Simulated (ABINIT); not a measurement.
## A GW chain in ABINIT: GaN (P6_3mc)

Wanted: ground state, empty states, screening and self-energy for GaN (P6_3mc).

Method: PBE and many-body steps on it, plane waves, in ABINIT 10.8.3.

The database entry behind the starting cell differs from later determinations by our own check (about 0.3 % short, ideal inner coordinate), so it need not match the best structure at ambient conditions.

**1. Starting point**

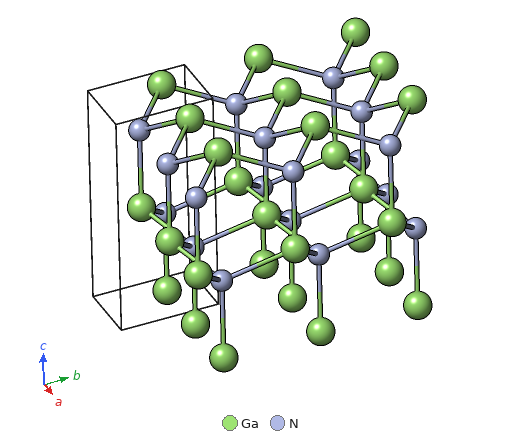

Start, viewed slightly off an axis; gallium green, nitrogen light blue. 3×3×1 cells are drawn. Some periodic images of atoms are drawn too.

The cell and positions come from the Crystallography Open Database and are kept as given unless a step says otherwise.

**2. Ground state**

This step: ABINIT 10.8.3; DFT, PBE, plane waves, norm-conserving pseudopotentials.

The ground-state density comes first.

Contents of run.abi:

```
acell 3*1.0 Angstrom
rprim 
  3.179999999980 0.000000000005 0.000000000000
  -1.589999999994 2.753960784015 0.000000000000
  0.000000000000 0.000000000000 5.166000000000
ntypat 2
znucl 31 7
natom 4
typat 1 1 2 2
xred 
  0.333333333333 0.666666666667 0.000000000000
  0.666666666667 0.333333333333 0.500000000000
  0.333333333333 0.666666666667 0.375000000000
  0.666666666667 0.333333333333 0.875000000000
pp_dirpath "pseudos"
pseudos "Ga.upf, N.upf"
ecut 45
ngkpt 6 6 4
nshiftk 1
shiftk 0 0 0
kptopt 1
chksymbreak 0
nband 32
occopt 1
tolvrs 1e-10
nstep 60
prtwf 0
optforces 0
optstress 0
indata_prefix "in"
outdata_prefix "out"
tmpdata_prefix "tmp"
```

Launch:

```
$ OMP_NUM_THREADS=1 mpirun -n 8 abinit run.abi > log
```

Numbers of over 12 decimals in the logs are rounded to 6 here.

Output:

```text
.Version 10.8.3 of ABINIT. v10.8.2 released Aug 2026.

 Symmetries : space group P6_3 m c (#186); Bravais hP (primitive hexag.)
================================================================================
 Values of the parameters that define the memory need of the present run
     intxc =       0    ionmov =       0      iscf =       7    lmnmax =       6
     lnmax =       6     mgfft =      60  mpssoang =       3    mqgrid =    3001
     natom =       4  nloc_mem =       1    nspden =       1   nspinor =       1
    nsppol =       1      nsym =      12    n1xccc =    2501    ntypat =       2
    occopt =       1   xclevel =       2
-    mband =          32        mffmem =           1         mkmem =           3
       mpw =        4428          nfft =       96000          nkpt =          21
================================================================================
  Rough estimation (10% accuracy) of disk space for files :
================================================================================

--------------------------------------------------------------------------------
------------- Echo of variables that govern the present computation ------------
--------------------------------------------------------------------------------
 -outvars: echo values of preprocessed input variables --------
            acell      1.8897261259E+00  1.8897261259E+00  1.8897261259E+00 Bohr

      chksymbreak           0
             ecut      4.50000000E+01 Hartree
-          fftalg         312

              ixc     -101130
              kpt      0.00000000E+00  0.00000000E+00  0.00000000E+00
                       1.66666667E-01  0.00000000E+00  0.00000000E+00
                       3.33333333E-01  0.00000000E+00  0.00000000E+00
                       5.00000000E-01  0.00000000E+00  0.00000000E+00
                       1.66666667E-01  1.66666667E-01  0.00000000E+00
                       3.33333333E-01  1.66666667E-01  0.00000000E+00
                       3.33333333E-01  3.33333333E-01  0.00000000E+00
                       0.00000000E+00  0.00000000E+00  2.50000000E-01
                       1.66666667E-01  0.00000000E+00  2.50000000E-01
   [... 10 further rows ...]
                       3.33333333E-01  1.66666667E-01  5.00000000E-01
                       3.33333333E-01  3.33333333E-01  5.00000000E-01
         kptrlatt        6    0    0      0    6    0      0    0    4
          kptrlen      3.60559745E+01
P           mkmem           3
            natom           4
            nband          32
            ngfft          40      40      60
             nkpt          21
            nstep          60
             nsym          12
           ntypat           2
              occ      2.000000  2.000000  2.000000  2.000000  2.000000  2.000000
                       2.000000  2.000000  2.000000  2.000000  2.000000  2.000000
                       2.000000  2.000000  2.000000  2.000000  2.000000  2.000000
                       2.000000  2.000000  2.000000  2.000000  2.000000  2.000000
                       2.000000  2.000000  0.000000  0.000000  0.000000  0.000000
                       0.000000  0.000000
        optforces           0
        optstress           0
            prtwf           0
            rprim      3.1800000000E+00  5.0000000000E-12  0.0000000000E+00
[...]
spgroup         186

           tolvrs      1.00000000E-10

             xred      3.3333333333E-01  6.6666666667E-01  1.1102230246E-16
[...]
znucl       31.00000    7.00000

================================================================================

 chkinp: Checking input parameters for consistency.

================================================================================
== DATASET  1 ==================================================================
-   mpi_nproc: 8, omp_nthreads: 1 (-1 if OMP is not activated)

--- !DatasetInfo
iteration_state: {dtset: 1, }
dimensions: {natom: 4, nkpt: 21, mband: 32, nsppol: 1, nspinor: 1, nspden: 1, mpw: 4428, }
cutoff_energies: {ecut:  45.0, pawecutdg:  -1.0, }
electrons: {nelect:   5.20000000E+01, charge:   0.00000000E+00, occopt:   1.00000000E+00, tsmear:   1.00000000E-02, }

 Real(R)+Recip(G) space primitive vectors, cartesian coordinates (Bohr,Bohr^-1):
 R(1)=  6.0093291  0.0000000  0.0000000  G(1)=  0.1664079  0.0960757  0.0000000
 R(2)= -3.0046645  5.2042316  0.0000000  G(2)=  0.0000000  0.1921513  0.0000000
 R(3)=  0.0000000  0.0000000  9.7623252  G(3)=  0.0000000  0.0000000  0.1024346
 Unit cell volume ucvol=  3.0530638E+02 bohr^3
 Angles (23,13,12)=  9.00000000E+01  9.00000000E+01  1.20000000E+02 degrees

 getcut: wavevector=  0.0000  0.0000  0.0000  ngfft=  40  40  60
         ecut(hartree)=     45.000   => boxcut(ratio)=   2.03529

--- Pseudopotential description ------------------------------------------------
- Ga Generated using ONCVPSP code by D. R. Hamann
- 31.00000  21.00000  171031                  znucl, zion, pspdat
12 -101130 2 -1 1902                          pspcod,pspxc,lmax,lloc,mmax
     nproj     2     2     2
  pspatm : epsatm=   21.85474337
         --- l  ekb(1:nproj) -->
[...]
pspatm: atomic psp has been read  and splines computed

- N Generated using ONCVPSP code by D. R. Hamann
-  7.00000   5.00000  171031                  znucl, zion, pspdat
12 -101130 1 -1 1058                          pspcod,pspxc,lmax,lloc,mmax
     nproj     2     2     0
  pspatm : epsatm=    5.20977870
         --- l  ekb(1:nproj) -->
[...]
pspatm: atomic psp has been read  and splines computed

   2.81471030E+03                                ecore*ucvol(ha*bohr**3)
--------------------------------------------------------------------------------

_setup2: Arith. and geom. avg. npw (full set) are    4401.646    4401.635

================================================================================

--- !BeginCycle
iteration_state: {dtset: 1, }
solver: {iscf: 7, nstep: 60, nline: 4, wfoptalg: 0, }
tolerances: {tolvrs: 1.00E-10, }

     iter   Etot(hartree)      deltaE(h)  residm     vres2
 ETOT  1  -514.92082250196    -5.149E+02 7.161E-01 2.271E+03
 ETOT  2  -516.81090997342    -1.890E+00 8.366E-02 3.234E+03
 ETOT  3  -517.42688839870    -6.160E-01 6.563E-02 5.643E+01
 ETOT  4  -517.43207228462    -5.184E-03 6.894E-02 3.072E+01
 ETOT  5  -517.43527471752    -3.202E-03 8.294E-03 6.044E+00
 ETOT  6  -517.43636040844    -1.086E-03 2.939E-03 2.488E-01
 ETOT  7  -517.43640550944    -4.510E-05 9.695E-04 4.025E-02
 ETOT  8  -517.43641252824    -7.019E-06 2.041E-04 4.116E-03
 ETOT  9  -517.43641328477    -7.565E-07 3.526E-04 4.026E-05
 ETOT 10  -517.43641329432    -9.548E-09 8.301E-04 1.434E-07
 ETOT 11  -517.43641329437    -5.139E-11 1.060E-03 3.490E-09
 ETOT 12  -517.43641329437    -2.501E-12 1.318E-03 6.205E-11

 At SCF step   12       vres2   =  6.21E-11 < tolvrs=  1.00E-10 =>converged.

--- !ResultsGS
iteration_state: {dtset: 1, }
comment   : Summary of ground state results
lattice_vectors:
- [  6.0093291,   0.0000000,   0.0000000, ]
- [ -3.0046645,   5.2042316,   0.0000000, ]
- [  0.0000000,   0.0000000,   9.7623252, ]
lattice_lengths: [   6.00933,    6.00933,    9.76233, ]
lattice_angles: [ 90.000,  90.000, 120.000, ] # degrees, (23, 13, 12)
lattice_volume:   3.0530638E+02
convergence: {deltae: -2.501E-12, res2:  6.205E-11, residm:  1.318E-03, diffor:  0.000E+00, }
etotal    :  -5.17436413E+02
entropy   :   0.00000000E+00
fermie    :   2.58513345E-01
cartesian_stress_tensor: null
pressure_GPa: null
xred      :
- [  3.3333E-01,   6.6667E-01,   1.1102E-16, Ga]
- [  6.6667E-01,   3.3333E-01,   5.0000E-01, Ga]
- [  3.3333E-01,   6.6667E-01,   3.7500E-01,  N]
- [  6.6667E-01,   3.3333E-01,   8.7500E-01,  N]
cartesian_forces: null
force_length_stats: {min: null, max: null, mean: null, }

 Integrated electronic density in atomic spheres:
 ------------------------------------------------
 Atom  Sphere_radius  Integrated_density
[...]
4        2.00000          5.27233740
================================================================================

 ----iterations are completed or convergence reached----

 Mean square residual over all n,k,spin=   20.858E-07; max=  13.185E-04
 reduced coordinates (array xred) for    4 atoms
       0.333333333333      0.666666666667      0.000000000000
       0.666666666667      0.333333333333      0.500000000000
       0.333333333333      0.666666666667      0.375000000000
       0.666666666667      0.333333333333      0.875000000000
 rms dE/dt=  0.0000E+00; max dE/dt=  0.0000E+00; dE/dt below (all hartree)
    1       0.000000000000      0.000000000000      0.000000000000
    2       0.000000000000      0.000000000000      0.000000000000
    3       0.000000000000      0.000000000000      0.000000000000
    4       0.000000000000      0.000000000000      0.000000000000

 cartesian coordinates (angstrom) at end:
    1     -2.67e-12     1.835974     0.000000
    2      1.590000     0.917987     2.583000
    3     -2.67e-12     1.835974     1.937250
    4      1.590000     0.917987     4.520250
 length scales=  1.889726125908  1.889726125908  1.889726125908 bohr
              =  1.000000000000  1.000000000000  1.000000000000 angstroms
 prteigrs : about to open file out_EIG
 Fermi (or HOMO) energy (hartree) =   0.25851   Average Vxc (hartree)=  -0.43328
 Eigenvalues (hartree) for nkpt=  21  k points:
 kpt#   1, nband= 32, wtk=  0.00694, kpt=  0.0000  0.0000  0.0000 (reduced coord)
  -4.97080   -4.97080   -3.15811   -3.15802   -3.15802   -3.15797   -3.15797   -3.15792
  -0.33112   -0.29782   -0.24001   -0.23911   -0.23911   -0.23703   -0.23703   -0.23002
  -0.23002   -0.22652   -0.22652   -0.17866   -0.00361    0.21957    0.21957    0.25628
   0.25851    0.25851    0.33182    0.41761    0.59872    0.62503    0.62503    0.65916
 prteigrs : prtvol=0 or 1, do not print more k-points.

--- !EnergyTerms
iteration_state     : {dtset: 1, }
comment             : Components of total free energy in Hartree
kinetic             :  2.55484593629320E+02
hartree             :  2.00277848684924E+02
xc                  : -5.79576865800500E+01
Ewald energy        : -2.71479429302164E+02
psp_core            :  9.21929742789184E+00
local_psp           : -5.32238395717762E+02
non_local_psp       : -1.20742641436530E+02
total_energy        : -5.17436413294370E+02
total_energy_eV     : -1.40801620998882E+04
band_energy         : -6.17472971760386E+01

== END DATASET(S) ==============================================================
================================================================================

 -outvars: echo values of variables after computation  --------
           etotal     -5.1743641329E+02
            nband          32
             nkpt          21
          spgroup         186
 [... the other variables as echoed above ...]

 Calculation completed.
```

Elapsed: 21 s, on 8 MPI ranks of Arm Neoverse V1, shared host; peak memory 0.71 GiB.

Numbers from this step:

* total energy: -14080.1621 eV
* gap: 1.995 eV
* k of the valence top: 0, 0, 0
* k of the conduction bottom: 0, 0, 0
* least direct gap: 1.995 eV

The gap is direct, at Γ.

[end of part 1 of 3]

[Paths, hosts, dates, memory and timing lines, banners, echoed tables and standing remarks are left out of the program output.]

[Logs are printed without paths, hosts, clocks, repeated set-up lines and the standing remarks that a program may print on its own settings, such as how far it seeks lower states.]

[Runs of the session that timed out or met a known fault of the program may be left out.]

[Hosts, paths, dates, database ids (printed as entryN), source tags and the programs' standing remarks are cut or masked in the printed files.]

[G0W0 gaps are taken among the corrected bands and points alone; a level outside them can change the order at an edge.]

[Where Ansatz stands beside ABINIT at settings called matched, ABINIT's density can come from a denser mesh and the files from another edition; pairs whose starting gaps differed by over 0.03 eV were left out, so agreement reads better than it is.]
